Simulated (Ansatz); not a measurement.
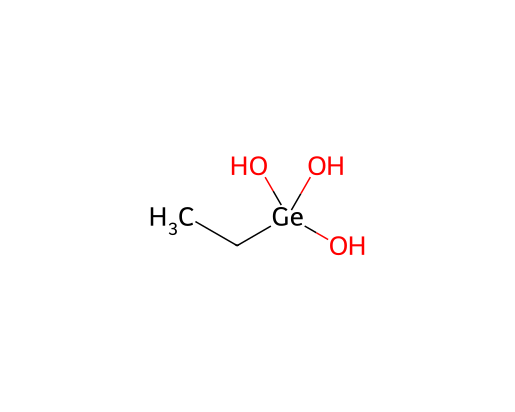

The drawing above gives the connectivity. The computed structure is the end point of a PBE0-D4/def2-TZVP optimisation.

What does the molecule look like in three dimensions?

The molecule is C2H8GeO3. SMILES: `C[CH2][Ge]([OH])([OH])[OH]`. Coordination: 2 C tetrahedral; 1 Ge tetrahedral; 3 O bent.

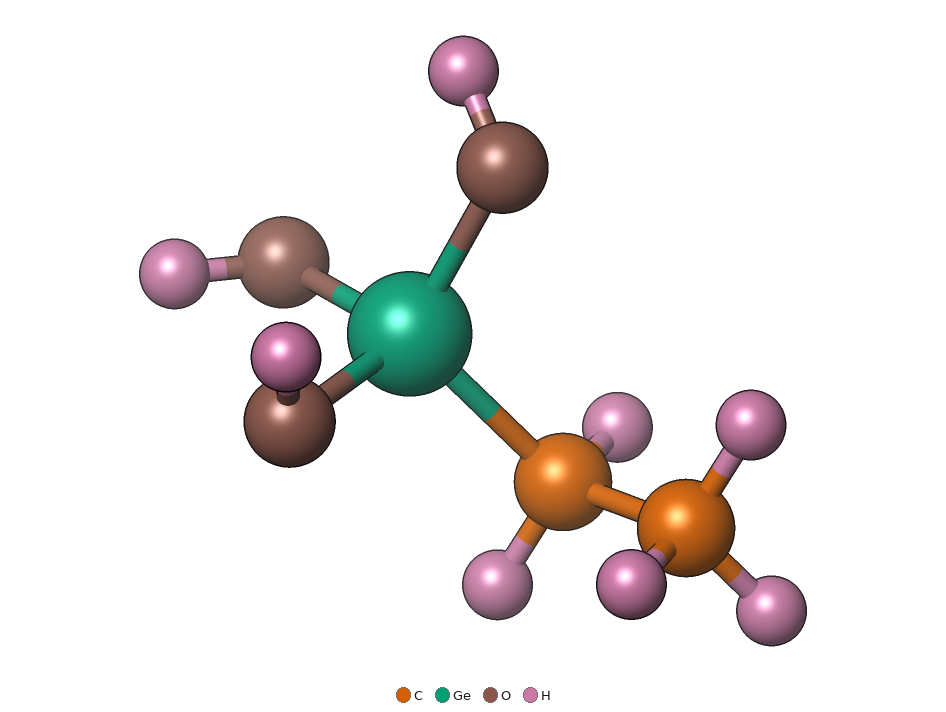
